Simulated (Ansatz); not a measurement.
Single-point calculation, with input and output: C2H7AlFN

C2H7AlFN, computed with RKS B3LYP-D4/def2-TZVPP (Ansatz 0.2.0).

The geometry comes from this level: PBE0-D4/def2-TZVP. Figures and captions count atoms from 1; the log counts them from 0 in places.

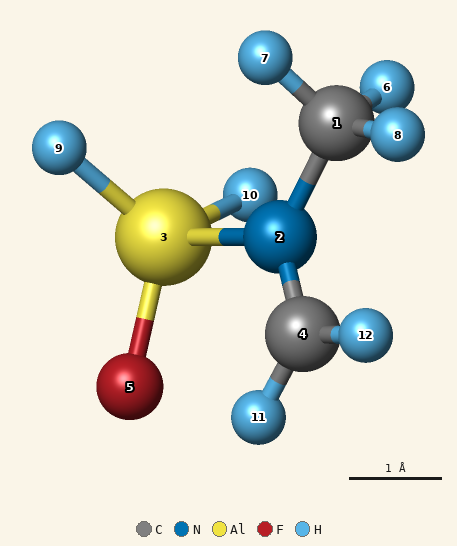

The structure as given in the input (ball-and-stick view, seen at a tilt; atoms are numbered from 1 in the order of the input). Sticks mark near contacts.

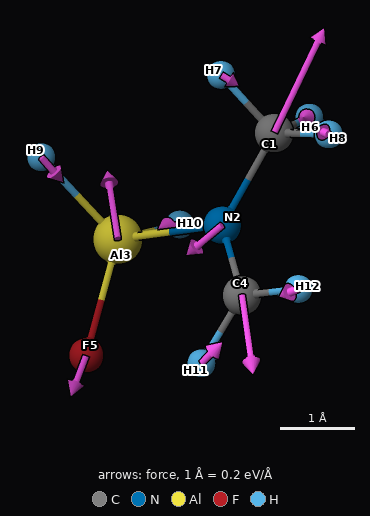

Forces on the atoms as pink arrows (ball-and-stick view, seen at a tilt; atoms are numbered from 1 in the order of the input). The largest act on C1 (0.32 eV/Å); C4 (0.26 eV/Å); Al3 (0.23 eV/Å); N2 (0.15 eV/Å), among others. The geometry is not a stationary point of this energy.

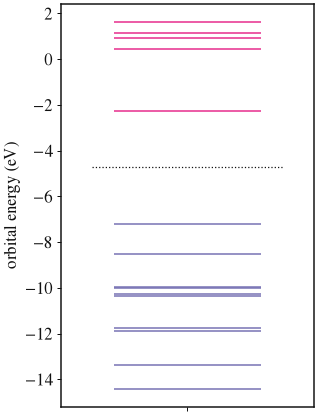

Orbital energies near the frontier; the dotted line parts filled from empty levels, and levels within 0.02 eV of each other stand side by side. Highest filled −7.21 eV, lowest empty −2.25 eV, 4.96 eV apart.

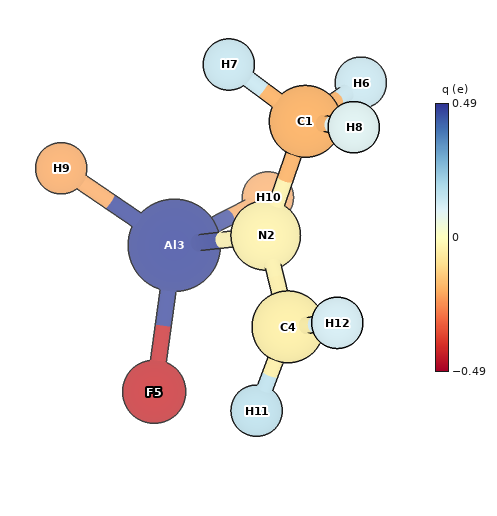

Mulliken charges, as the colour of each atom (ball-and-stick view, seen at a tilt; atoms are numbered from 1 in the order of the input). By element: C −0.19 to −0.04, N −0.04, Al +0.47, F −0.42 and H −0.21 to +0.15 e.

These pictures come from the run below.

### Input
```yaml
crystal:
  periodic: [false, false, false]
  atoms:
    - {symbol: C, position_ang: [-0.921173, -0.039086, 1.160762]}
    - {symbol: N, position_ang: [-0.176764, -0.235484, -0.064523]}
    - {symbol: Al, position_ang: [1.376294, 0.991427, -0.459591]}
    - {symbol: C, position_ang: [-0.490800, -1.155472, -0.871431]}
    - {symbol: F, position_ang: [1.808881, 0.304596, -1.934195]}
    - {symbol: H, position_ang: [-0.234669, -0.127776, 2.005083]}
    - {symbol: H, position_ang: [-1.323949, 0.975693, 1.166359]}
    - {symbol: H, position_ang: [-1.733409, -0.762102, 1.264427]}
    - {symbol: H, position_ang: [0.651523, 2.410747, -0.543936]}
    - {symbol: H, position_ang: [2.353282, 0.676804, 0.762463]}
    - {symbol: H, position_ang: [0.094967, -1.267633, -1.779732]}
    - {symbol: H, position_ang: [-1.327283, -1.826812, -0.671587]}
basis:
  gaussian: {orbitals: def2-TZVPP}
hamiltonian: {xc: {name: B3LYP}, dispersion: d4}
output: {forces: true, orbitals: {seedname: orbitals}}
```

Run as:
```bash
ansatz run in.yaml --threads 4 --pin off --events-out ev --progress --plain --max-ram 10444MiB
```

### The program's output
```
Functional definition: B3LYP
  name "B3LYP"
  cite "Stephens, Devlin, Chabalowski & Frisch, J. Phys. Chem. 98, 11623 (1994) doi:10.1021/j100096a001"
  cite "Becke, Phys. Rev. A 38, 3098 (1988) doi:10.1103/PhysRevA.38.3098"
  cite "Lee, Yang & Parr, Phys. Rev. B 37, 785 (1988) doi:10.1103/PhysRevB.37.785"
  cite "Vosko, Wilk & Nusair, Can. J. Phys. 58, 1200 (1980) doi:10.1139/p80-159"
  parameter a0 = 0.2
  parameter ax = 0.72
  parameter ac = 0.81
  exchange = (1 - a0 - ax)*slater_x + ax*b88_x + a0*exact_x
  correlation = (1 - ac)*vwn_rpa_c + ac*lyp_c
1377 factors; their error is unknown
mean field evaluation 1: about -12989.9291 eV, gradient 6.4e1 eV
mean field evaluation 2: about -12981.4543 eV, gradient 9.5e1 eV
mean field evaluation 4: about -12997.6999 eV, gradient 5.1e0 eV
mean field evaluation 8: about -12997.7611 eV, gradient 4.9e-1 eV
mean field evaluation 16: about -12997.7614 eV, gradient 2.1e-5 eV
mean field -12997.76139534 eV, -477.6589210795 hartree, gradient 2.2e-5 eV, S^2 0.000000; 0 other end points of the search recorded, 0 dependent functions left out
the calculation of the forces begins
reference -12997.76169316 eV, -477.6589320245 hartree; 24, 24 occupied and 240, 240 virtual orbitals, 1377 factors
Total energy: -12998.12889796 eV, -477.6724265517 hartree
Atom 0 at    -0.921173    -0.039086     1.160762 Å, force    -0.146681     0.068917     0.281173 eV/Å
Atom 1 at    -0.176764    -0.235484    -0.064523 Å, force     0.110435     0.038678    -0.092870 eV/Å
Atom 2 at     1.376294     0.991427    -0.459591 Å, force     0.037321     0.161718     0.166192 eV/Å
Atom 3 at    -0.490800    -1.155472    -0.871431 Å, force    -0.037009    -0.181441    -0.189086 eV/Å
Atom 4 at     1.808881     0.304596    -1.934195 Å, force     0.046302    -0.039100    -0.112083 eV/Å
Atom 5 at    -0.234669    -0.127776     2.005083 Å, force    -0.052371     0.004130    -0.035789 eV/Å
Atom 6 at    -1.323949     0.975693     1.166359 Å, force     0.012148    -0.060828     0.013954 eV/Å
Atom 7 at    -1.733409    -0.762102     1.264427 Å, force     0.040303     0.045739     0.007570 eV/Å
Atom 8 at     0.651523     2.410747    -0.543936 Å, force     0.054624    -0.088172     0.006223 eV/Å
Atom 9 at     2.353282     0.676804     0.762463 Å, force    -0.059098     0.027929    -0.080773 eV/Å
Atom 10 at     0.094967    -1.267633    -1.779732 Å, force    -0.067273    -0.016140     0.064826 eV/Å
Atom 11 at    -1.327283    -1.826812    -0.671587 Å, force     0.061299     0.038571    -0.029336 eV/Å
Dipole moment:    -0.994095    -0.684156     0.387186 e Å
```

### Key numbers

- outcome: converged
- total energy: −12998.1289 eV
- mean-field energy: −12997.7617 eV
- dispersion energy: −0.3672 eV
- SCF solution under orbital rotations: stable
- HOMO: −7.21 eV
- LUMO: −2.25 eV
- largest force (length of the vector): 0.325 eV/Å
- dipole moment: 6.09 D
- hardware: 4 threads of Arm Neoverse V2, 23 GiB of memory available, shared host
- wall time: 4.3 s (CPU time 16 s)
- peak memory: 0.74 GiB
